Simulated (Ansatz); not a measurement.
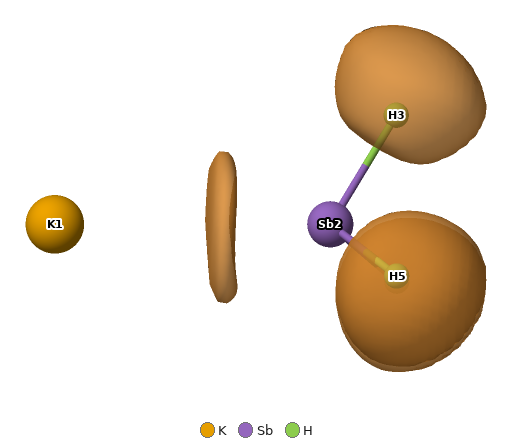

Figure 1: K···H3Sb (SMILES [K+].[SbH3]) (charge +1). Isosurface of the electron localisation function at 0.9 (orange), seen from one side. Core shells and regions of very low density are left out.

Geometry: PBE0-D4/def2-TZVP; core potentials replace the inner electrons of Sb.

Computed with Ansatz 0.2.0, RKS PBE0-D4/def2-TZVPPD.

Input

```
crystal:
  periodic: [false, false, false]
  atoms:
    - {symbol: K, position_ang: [-0.130696, 0.211690, -3.440010]}
    - {symbol: Sb, position_ang: [0.006607, -0.011073, 0.202943]}
    - {symbol: H, position_ang: [0.609068, -1.390639, 0.972297]}
    - {symbol: H, position_ang: [-1.391634, 0.101088, 1.146481]}
    - {symbol: H, position_ang: [0.906654, 1.088933, 1.118289]}
basis:
  gaussian: {orbitals: "def2-TZVPPD.json"}
total_charge: 1
hamiltonian: {xc: pbe0, dispersion: d4}
output: {orbitals: {seedname: orbitals}}
```

Launched as:

```sh
ansatz run in.yaml --threads 2 --pin off --events-out ev --progress --plain --max-ram 5222MiB
```

### Describe the localisation domains.

The surface consists of three regions around hydrogen nuclei and one lobe of the valence shell of Sb pointing towards K. Along the contacts the grid gives the following. K1···Sb2 (3.65 Å): the ELF peaks at about 0.95 in the valence shell of Sb, 1.5 Å from its nucleus, and is about 0.60 at the midpoint. K–Sb (3.65 Å): the ELF peaks at about 0.95 in the valence shell of Sb, 1.5 Å from its nucleus, and is about 0.60 at the midpoint.
